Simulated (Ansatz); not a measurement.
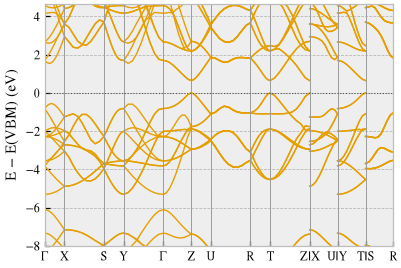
*Band structure from r²SCAN+D4 (plane waves, PAW; program Ansatz)*

Problem. Read off the gap and where the band edges lie.

Solution. About 0.6 eV (0.65 eV by a search for the band edges); maximum at Z, minimum at T.

The material is PbS (rock salt, Fm-3m).

Symmetry was held in the r²SCAN+D4 relaxation. Scalar-relativistic: spin–orbit coupling is off unless named, which matters more the heavier the elements.

Potentials: the later of the program's two PAW sets.
